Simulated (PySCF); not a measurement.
C2H14OSi5

```xyz
22

C     2.7553   -1.2211    0.6348
O     1.5208   -1.0865    0.0133
Si    1.0319    0.1285   -0.9773
Si    1.0842    2.1392    0.2195
Si   -0.9532    2.2643    1.3634
Si   -2.3797    0.6348    0.4770
Si   -1.1941   -0.5239   -1.1862
C    -1.4799   -2.4074   -1.1062
H     2.7162   -2.0919    1.2906
H     2.9923   -0.3339    1.2290
H     3.5487   -1.3651   -0.1033
H     1.9322    0.1266   -2.1504
H     1.2551    3.2946   -0.6719
H     2.2318    2.2715    1.1359
H    -1.5396    3.6095    1.2942
H    -0.7645    2.0735    2.8102
H    -3.6142    1.2431   -0.0410
H    -2.8829   -0.2503    1.5394
H    -1.6750   -0.0966   -2.5182
H    -1.0065   -2.9172   -1.9414
H    -1.0522   -2.8123   -0.1933
H    -2.5373   -2.6599   -1.1190
```

Geometry: GFN2-xTB.

Theory: PBE0/pcSseg-1, SCF density, gas phase, non-relativistic (PySCF).

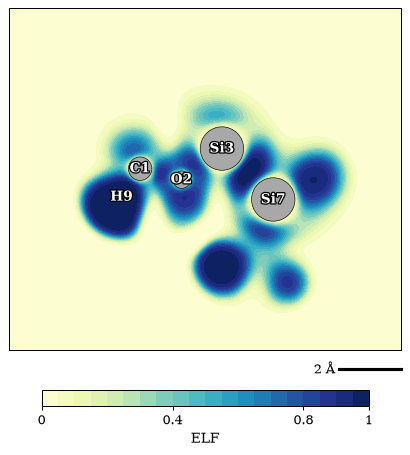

Figure 1. Electron localisation function on the plane of atoms O2, Si3 and Si7. Grey discs cover the atomic cores.

**What do the fields say about this system?**

The section cuts through C, O, Si and H sites. C–O (1.39 Å): the ELF peaks at about 0.90 between the atoms, as expected for a polar covalent bond. Si–O (1.64 Å): the ELF peaks at about 0.85 between the atoms (a shared but strongly polarised pair). Si–Si (2.33 Å): the ELF peaks at about 1 between the atoms, as expected for localised, covalent bonding. C–H (1.09 Å): the ELF climbs to about 1 towards the hydrogen, as it does in any bond to H: a covalent bond by its length. The ELF also peaks beside O2, away from the bonds: lone-pair regions.

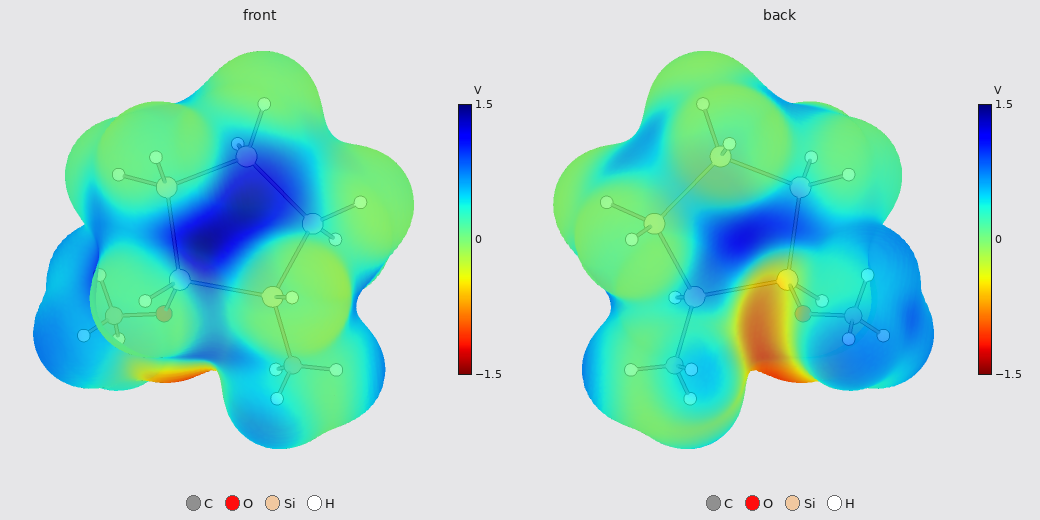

Figure 2. The molecular electrostatic potential painted on the density surface at 0.002 e/bohr³, seen from the front and from behind; the colour scale runs from red (negative) to blue (positive).

**Where is the surface potential most negative and most positive?**

The most negative region (about −1.0 V, or −23 kcal/mol for a unit charge) lies over O2, the most positive (about +1.4 V, or +32 kcal/mol for a unit charge) over the Si atoms.

**What dipole moment does the calculation give?**

Its dipole moment is 1.45 D.
